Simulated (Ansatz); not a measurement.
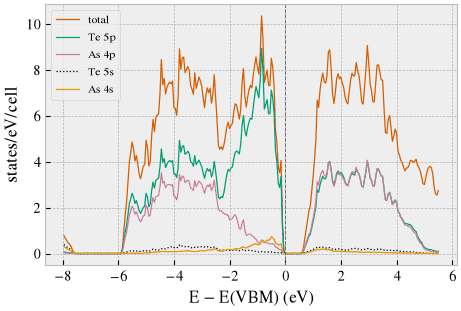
Figure. Total and projected density of states of Te3As2 in space group C2/m (No. 12; Pearson symbol mS20), r²SCAN+D4 in the plane-wave PAW code Ansatz

Task: Which orbitals carry the states next to the gap?

Result: Top 1 eV of the valence band: Te 5p 84 %, As 4s 7 %, As 4p 6 %. Bottom 1 eV of the conduction band: As 4p 46 %, Te 5p 42 %. Projections are on Löwdin-orthogonalised atomic valence shells; empty p or d shells of many metals are not among them.

Task: Where is the tallest occupied peak in this window, and what makes it?

Result: Near -0.9 eV, about 10 states/eV per cell; the largest projected share is Te 5p.

The workflow started from a Materials Project entry (that database holds measured and hypothetical structures alike); the Crystallography Open Database files this formula in space group No. 12, but the cells were not matched. Its standing as an ambient phase is unchecked. The cell was relaxed with r²SCAN+D4 under the symmetry of its start; its stability against distortions is not shown here. Scalar-relativistic: spin–orbit coupling is off unless named, which matters more the heavier the elements.

Potentials: the later of the program's two PAW sets.
